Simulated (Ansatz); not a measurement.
The calculation's input:

```
crystal:
  periodic: [false, false, false]
  atoms:
    - { symbol: Si, position_ang: [-0.697, -0.7372, -0.0541] }
    - { symbol: "N", position_ang: [0.9134, -0.2348, 1.2463] }
    - { symbol: H, position_ang: [0.0575, -1.9606, -0.3483] }
    - { symbol: H, position_ang: [-1.55, -0.4226, 1.0839] }
    - { symbol: O, position_ang: [-2.0289, -0.8686, -1.0345] }
    - { symbol: H, position_ang: [1.0971, 0.7024, 0.3146] }
    - { symbol: As, position_ang: [0.3736, 1.3067, -1.4294] }
    - { symbol: H, position_ang: [0.7287, 0.1828, 2.1484] }
    - { symbol: H, position_ang: [1.7272, -0.8306, 1.3186] }
    - { symbol: H, position_ang: [-1.9758, -1.1258, -1.9502] }
    - { symbol: H, position_ang: [1.6929, 1.6863, -0.7387] }
    - { symbol: H, position_ang: [-0.3387, 2.302, -0.5566] }
magnetization:
  spin_polarized: true
basis:
  gaussian: { orbitals: def2-SVP }
hamiltonian:
  xc: blyp
relax:
  f_tol: 0.15
  max_steps: 25
  restrain:
    - { distance: [0, 6], at: 3.6, k: 30.0 }
    - { distance: [5, 1], at: 2.32, k: 30.0 }
    - { distance: [0, 1], at: 1.82, k: 30.0 }
    - { distance: [5, 6], at: 1.5, k: 30.0 }
output:
  orbitals: {}
```

Command:

```sh
ansatz run input.yaml --threads 4 --pin off --max-ram 5120MiB --backend cpu --events-out ev --progress --plain --runs-dir out
```

The fields are those of the run's last geometry, not of the input's.

Not at a stationary point (largest force 1.1 eV/Å).

Method: UKS BLYP/def2-SVP (Ansatz 0.2.0).

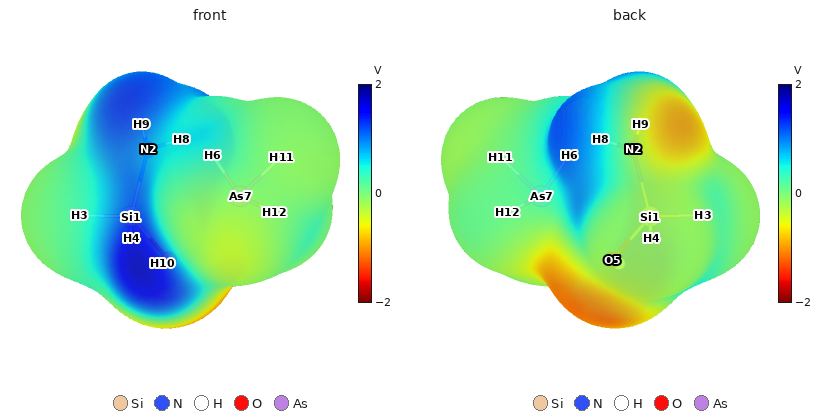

H5NOSi···AsH3. The electrostatic potential painted on the density surface at 0.001 e/bohr³, seen from the front and from behind; the colour scale runs from red (negative) to blue (positive).

**Describe the electrostatic potential map.**

The most negative region (about −1.2 V) lies over O5, the most positive (about +1.7 V) over H10. O5 is the likeliest acceptor of a hydrogen bond.
